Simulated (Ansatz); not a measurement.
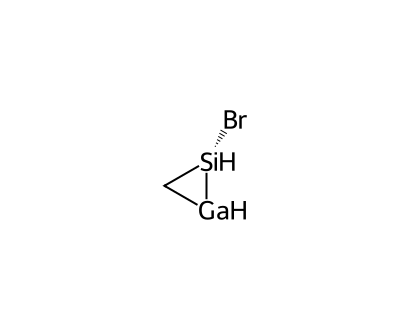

Source: calculation with Ansatz.

Give its SMILES.

Br[Si@H]1[CH2][GaH]1

Give the formula, hydrogens included.

CH4BrGaSi.

An optimisation with PBE0-D4/def2-TZVP gave a structure of which point group?

C1.
